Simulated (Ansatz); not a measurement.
# doublet CH4ClFOSi+ at 6 levels

Aim: a comparison of 6 runs (UHF/def2-SVP, U-revPBE/def2-SVP, UPBE0/def2-SVP, USVWN5/def2-SVP, UCCSD/def2-SVP, UCCSD(T)/def2-SVP) of doublet CH4ClFOSi+. 

Program for the calculation: Ansatz 0.2.0.

118 further runs of the same task are left out: 118 set aside as unsound or not needed.

**1. The molecule**

CH4ClFOSi+: 9 atoms, total charge +1, spin state doublet. SMILES of the parent species: `C[Si](O)(F)Cl`. The shape is that of a PBE0-D4/def2-TZVP optimisation. This is one conformer, not always the lowest. That shape belongs to the parent species and isn't relaxed for this state.

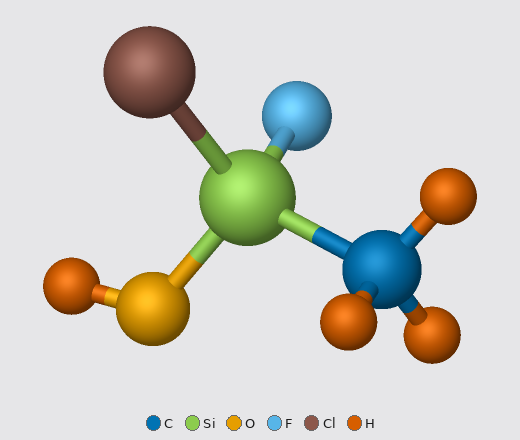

The structure, seen from a chosen angle (carbon blue, silicon green, oxygen amber, fluorine blue, chlorine brown, hydrogen orange).

**2. The energy at UHF/def2-SVP (run 1)**

job.yaml

```yaml
basis:
  gaussian: {orbitals: def2-SVP}
crystal:
  periodic: [false, false, false]
  atoms:
    - {symbol: C, position_ang: [-1.142400, -0.178600, 0.512200]}
    - {symbol: Si, position_ang: [0.561300, 0.218400, -0.038000]}
    - {symbol: O, position_ang: [1.048100, -0.886600, -1.122500]}
    - {symbol: F, position_ang: [1.553300, 0.230300, 1.206200]}
    - {symbol: Cl, position_ang: [0.689400, 2.097500, -0.845100]}
    - {symbol: H, position_ang: [-1.833600, -0.141900, -0.331500]}
    - {symbol: H, position_ang: [-1.476300, 0.534700, 1.267700]}
    - {symbol: H, position_ang: [-1.171800, -1.182300, 0.942400]}
    - {symbol: H, position_ang: [1.860700, -0.738000, -1.608600]}
total_charge: 1
magnetization: {spin_polarized: true, initial_magnetization: 1}
hamiltonian: {xc: hf}
accuracy: high
output: {orbitals: {seedname: orbitals}}
```

Command:

```
$ ansatz run job.yaml --threads 1 --pin off --max-ram 3480MiB --events-out events.jsonl --progress --plain --runs-dir runs
```

What it wrote:

```text
Warning: RAYON_NUM_THREADS=1 ignored (pool sized by the plan → 1); use --threads N
Functional definition: HF
  name "HF"
  exchange = exact_x
  correlation = 0
2120 factors; integrals over basis functions are off by at most 8.4e-9 eV
mean field evaluation 1: about -26178.6940 eV, gradient 4.1e1 eV
mean field evaluation 2: about -26178.7792 eV, gradient 4.1e1 eV
mean field evaluation 4: about -26185.2819 eV, gradient 2.6e0 eV
mean field evaluation 8: about -26185.4420 eV, gradient 5.4e-1 eV
mean field evaluation 16: about -26185.4811 eV, gradient 1.5e-3 eV
mean field evaluation 32: about -26185.4516 eV, gradient 1.3e0 eV
mean field evaluation 64: about -26185.4646 eV, gradient 3.7e-2 eV
mean field evaluation 96: about -26185.0358 eV, gradient 8.9e-1 eV
mean field evaluation 128: about -26184.7507 eV, gradient 4.2e0 eV
mean field evaluation 160: about -26185.4402 eV, gradient 3.2e-1 eV
mean field evaluation 192: about -26185.4598 eV, gradient 4.8e-2 eV
mean field evaluation 224: about -26181.8652 eV, gradient 2.6e1 eV
mean field evaluation 256: about -26185.4810 eV, gradient 1.6e-2 eV
mean field -26185.48105225 eV, -962.2986795135 hartree, gradient 2.2e-8 eV, S^2 0.758261; 3 other end points of the search recorded, 0 dependent functions left out
reference -26185.48105225 eV, -962.2986795135 hartree; 29, 28 occupied and 69, 70 virtual orbitals, 2120 factors
Total energy: -26185.48105225 eV, -962.2986795135 hartree
```

It took 23 s on 1 thread of Arm Neoverse V2, shared host; peak memory 0.54 GiB.

**3. A single-point energy at U-revPBE/def2-SVP (run 2)**

input.yaml

```yaml
crystal:
  periodic: [false, false, false]
  atoms:
    - {symbol: C, position_ang: [-1.142400, -0.178600, 0.512200]}
    - {symbol: Si, position_ang: [0.561300, 0.218400, -0.038000]}
    - {symbol: O, position_ang: [1.048100, -0.886600, -1.122500]}
    - {symbol: F, position_ang: [1.553300, 0.230300, 1.206200]}
    - {symbol: Cl, position_ang: [0.689400, 2.097500, -0.845100]}
    - {symbol: H, position_ang: [-1.833600, -0.141900, -0.331500]}
    - {symbol: H, position_ang: [-1.476300, 0.534700, 1.267700]}
    - {symbol: H, position_ang: [-1.171800, -1.182300, 0.942400]}
    - {symbol: H, position_ang: [1.860700, -0.738000, -1.608600]}
basis:
  gaussian:
    orbitals: def2-SVP
magnetization:
  spin_polarized: true
  initial_magnetization: 1
accuracy: high
hamiltonian:
  xc: {name: revPBE}
total_charge: 1
output: {orbitals: {seedname: orbitals}}
```

Command:

```
$ ansatz run input.yaml --threads 1 --pin off --max-ram 3480MiB --events-out events.jsonl --progress --plain --runs-dir runs
```

What it wrote:

```text
Warning: RAYON_NUM_THREADS=1 ignored (pool sized by the plan → 1); use --threads N
Functional definition: revPBE
  name "revPBE"
  parameter kappa = 1.245
  parameter beta = 0.06672455060314922
  exchange = pbe_x(kappa = kappa, mu = beta*pi^2/3)
  correlation = pbe_c(beta = beta)
2120 factors; integrals over basis functions are off by at most 8.4e-9 eV
mean field evaluation 1: about -26220.4193 eV, gradient 7.4e1 eV
mean field evaluation 2: about -26113.0782 eV, gradient 1.6e2 eV
mean field evaluation 4: about -26238.1003 eV, gradient 3.4e1 eV
mean field evaluation 8: about -26241.9554 eV, gradient 1.3e1 eV
mean field evaluation 16: about -26243.3170 eV, gradient 1.4e-2 eV
mean field evaluation 32: about -26242.7947 eV, gradient 7.0e0 eV
mean field -26243.31700756 eV, -964.4241116685 hartree, gradient 7.6e-8 eV, S^2 0.751810; 6 other end points of the search recorded, 0 dependent functions left out
reference -26243.31701136 eV, -964.4241118082 hartree; 29, 28 occupied and 69, 70 virtual orbitals, 2120 factors
Total energy: -26243.31701136 eV, -964.4241118082 hartree
```

It took 23 s on 1 thread of Arm Neoverse V2, shared host; peak memory 0.35 GiB.

Runs 3 to 5 aren't shown in full; the table further down has their settings and results.

**4. The energy at UCCSD(T)/def2-SVP (run 6)**

run.yaml

```yaml
crystal:
  periodic: [false, false, false]
  atoms:
    - symbol: C
      position_ang: [-1.142400, -0.178600, 0.512200]
    - symbol: Si
      position_ang: [0.561300, 0.218400, -0.038000]
    - symbol: O
      position_ang: [1.048100, -0.886600, -1.122500]
    - symbol: F
      position_ang: [1.553300, 0.230300, 1.206200]
    - symbol: Cl
      position_ang: [0.689400, 2.097500, -0.845100]
    - symbol: H
      position_ang: [-1.833600, -0.141900, -0.331500]
    - symbol: H
      position_ang: [-1.476300, 0.534700, 1.267700]
    - symbol: H
      position_ang: [-1.171800, -1.182300, 0.942400]
    - symbol: H
      position_ang: [1.860700, -0.738000, -1.608600]
basis:
  gaussian: {orbitals: def2-SVP}
total_charge: 1
magnetization: {spin_polarized: true, initial_magnetization: 1}
correlation: {method: ccsd_t, frozen_orbitals: {C: 1, Cl: 5, F: 1, H: 0, O: 1, Si: 5}}
accuracy: high
scf: {omitted_lower_state_checks: [cluster_reference, increment]}
```

Command:

```
$ ansatz run run.yaml --threads 1 --pin off --max-ram 3480MiB --events-out events.jsonl --progress --plain --runs-dir runs
```

What it wrote:

```text
Warning: RAYON_NUM_THREADS=1 ignored (pool sized by the plan → 1); use --threads N
[... 16 lines left out ...]
13 core orbitals not correlated: weight in the atoms' cores, before any rotation towards them, 1.000 or more for the frozen orbitals, at most 0.000 for the correlated occupied ones
[... 50 lines left out ...]
Total energy: -26206.71238586 eV, -963.0789166326 hartree
Checks for a lower state left out: cluster_reference, increment
```

Run time: 4 min. Hardware: 1 thread of Arm Neoverse V2, shared host; peak memory 1.4 GiB.

**5. The series**

```
run              level  frozen core orbitals  energy (Eh)  HOMO energy (eV)  LUMO energy (eV)   ⟨S²⟩  wall time
  1       UHF/def2-SVP                     –  -962.298680            -18.82             -9.92  0.758       23 s
  2  U-revPBE/def2-SVP                     –  -964.424112            -14.14            -14.04  0.752       23 s
  3     UPBE0/def2-SVP                     –  -964.132724            -15.58            -13.78  0.756       25 s
  4    USVWN5/def2-SVP                     –  -960.459988            -14.30            -14.29  0.751       13 s
  5     UCCSD/def2-SVP                    13  -963.061268                 –                 –  0.758      3 min
  6  UCCSD(T)/def2-SVP                    13  -963.078917                 –                 –  0.758      4 min
```

**6. Outcome**

| quantity | value |
| --- | --- |
| run 6: total energy | -963.07892 Eh |
| run 6: correlation energy (13 core orbitals frozen) | -780.2 mEh |
| run 6: (T) correction | -17.65 mEh |
| run 6: ⟨S²⟩ of the reference determinant | 0.758 |
| run 6: T1 diagnostic | 0.052 |

Below the UHF energy at the same shape and in the same basis (def2-SVP): UCCSD -762.6 mEh; UCCSD(T) -780.2 mEh. Totals of different functionals can't be ranked against each other. All runs together took 8.4 min, the longest 4 min.
